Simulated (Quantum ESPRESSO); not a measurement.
System: BeRhSe₃.

Input

```
&CONTROL
  calculation = 'scf'
  prefix = 'pwscf'
  outdir = './tmp'
  pseudo_dir = './pseudo'
  tprnfor = .true.
  tstress = .true.
  disk_io = 'low'
/
&SYSTEM
  ibrav = 0
  nat = 5
  ntyp = 3
  ecutwfc = 60
  ecutrho = 440
  nbnd = 28
  occupations = 'smearing'
  smearing = 'fd'
  degauss = 0.00367493
/
&ELECTRONS
  conv_thr = 1d-09
  electron_maxstep = 120
  mixing_beta = 0.5
/
ATOMIC_SPECIES
Be     9.0122 be_pbe_v1.4.uspp.F.UPF
Rh   102.9055 Rh_ONCV_PBE-1.0.oncvpsp.upf
Se    78.9710 Se_pbe_v1.uspp.F.UPF
CELL_PARAMETERS angstrom
   4.5453362100    0.0000000000    0.0000000000
   0.0000000000    4.5453362100    0.0000000000
   0.0000000000    0.0000000000    4.5453362100
ATOMIC_POSITIONS crystal
Be     0.5000000000    0.5000000000    0.5000000000
Rh     0.0000000000    0.0000000000    0.0000000000
Se     0.5000000000    0.0000000000    0.0000000000
Se     0.0000000000    0.5000000000    0.0000000000
Se     0.0000000000    0.0000000000    0.5000000000
K_POINTS automatic
6 6 6 0 0 0
```

Command:

```sh
OMP_NUM_THREADS=1 pw.x -in pw.in > pw.out
OMP_NUM_THREADS=1 pp.x -in pp_density.in > pp_density.out
OMP_NUM_THREADS=1 pp.x -in pp_potential.in > pp_potential.out
```

Below, planes, directions and counts refer to the conventional cell (a = 4.55 Å, b = 4.55 Å, c = 4.55 Å, α = 90.00°, β = 90.00°, γ = 90.00°).

Space group Pm-3m; a generated structure, not necessarily the stable one; computed pressure about 23 GPa in this cell.

Computed with Kohn-Sham DFT of a periodic cell, PBE, SSSP 1.3 efficiency PBE (Quantum ESPRESSO).

### What can the converged valence pseudo-density tell about the bonding?

Rh–Se (2.27 Å): the density is about 0.72 e/Å³ at the midpoint.
Be–Se (3.21 Å): ρ at the midpoint is about 0.11 e/Å³, with its minimum of 0.09 e/Å³ about 1.4 Å from Be.

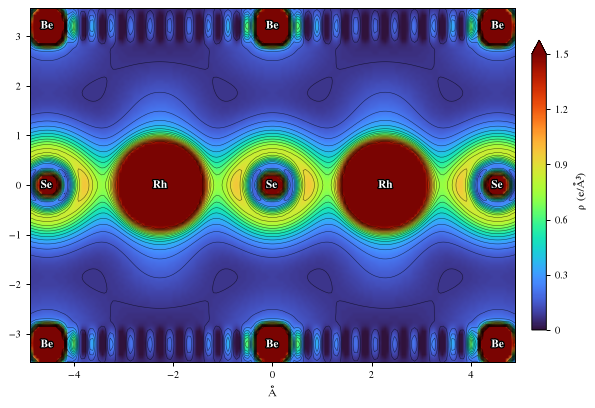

Computed valence pseudo-density on the (101̄) plane of the conventional cell. 

The density is the valence pseudo-density of a pseudopotential calculation; it isn't the true density close to the nuclei.
